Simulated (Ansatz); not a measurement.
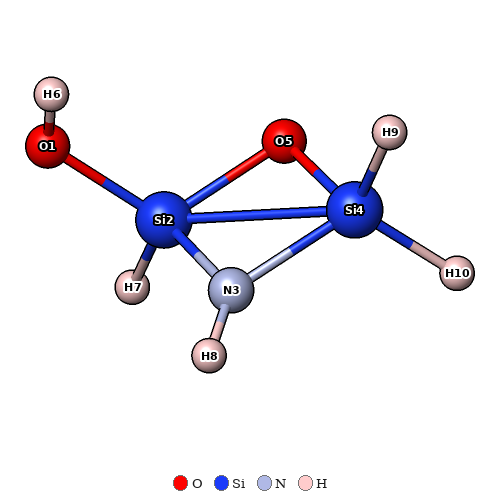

The system is H₅NO₂Si₂; the picture shows the reference structure. First axis: bond length O1–Si2. Second axis: bond length O1–H6. Nothing is relaxed (all other coordinates rigid). Grid: 9 × 9 points. Energies are in kcal/mol, from the lowest grid point. The reference is spin-restricted, which grows unreliable where a bond is stretched far. The calculation used Ansatz, RKS PBE0-D4/def2-SVP.

Its coordinates:

```xyz
10

O    -2.1592    0.0909   -0.8854
Si   -0.5297   -0.1477   -0.9191
N     0.2010   -0.9538    0.4434
Si    1.1763    0.4557    0.7710
O     0.4018    1.2119   -0.5308
H    -2.5266    0.4710   -0.0812
H    -0.2815   -0.6932   -2.2696
H     0.1375   -1.8859    0.8279
H     0.9344    1.1427    2.0735
H     2.6461    0.3083    0.5703
```

Range: bond length O1–Si2 from 1.35 to 2.47 Å; bond length O1–H6 from 0.808 to 1.251 Å.

Question: Predict the map.

Answer: The lowest grid point is at bond length O1–Si2 = 1.63 Å, bond length O1–H6 = 0.974 Å. No other kind of well shows on this grid. The highest grid point, bond length O1–Si2 = 2.47 Å, bond length O1–H6 = 1.251 Å, lies 107 kcal/mol above the lowest. Round the minimum the two coordinates are nearly uncoupled.

| bond length O1–H6 ↓, bond length O1–Si2 → | 1.35 | 1.49 | 1.63 | 1.77 | 1.91 | 2.05 | 2.19 | 2.33 | 2.47 |
| --- | --- | --- | --- | --- | --- | --- | --- | --- | --- |
| 1.251 | 88 | 41 | 28 | 33 | 45 | 61 | 77 | 92 | 107 |
| 1.196 | 80 | 33 | 21 | 25 | 38 | 53 | 70 | 85 | 99 |
| 1.140 | 73 | 26 | 13 | 18 | 30 | 46 | 62 | 78 | 92 |
| 1.085 | 67 | 19 | 7 | 12 | 24 | 40 | 56 | 72 | 86 |
| 1.030 | 62 | 15 | 2 | 7 | 20 | 36 | 52 | 68 | 82 |
| 0.974 | 60 | 12 | 0 | 5 | 17 | 33 | 50 | 66 | 80 |
| 0.919 | 61 | 14 | 1 | 6 | 19 | 35 | 51 | 67 | 81 |
| 0.864 | 68 | 20 | 8 | 12 | 25 | 41 | 58 | 74 | 88 |
| 0.808 | 82 | 34 | 22 | 26 | 39 | 55 | 72 | 88 | 102 |

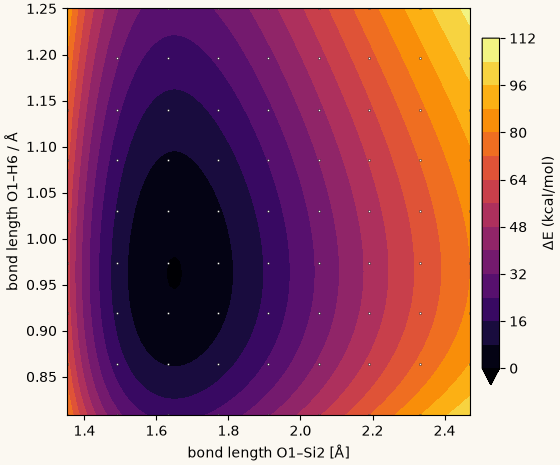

In the figure: filled contours, dots at the grid points. Between grid points the surface is interpolated.

Time for the 81 points that were run: 16 min on 1 thread of Intel(R) Xeon(R) Processor @ 2.50GHz (Skylake/Cascade Lake), with other jobs on the host.
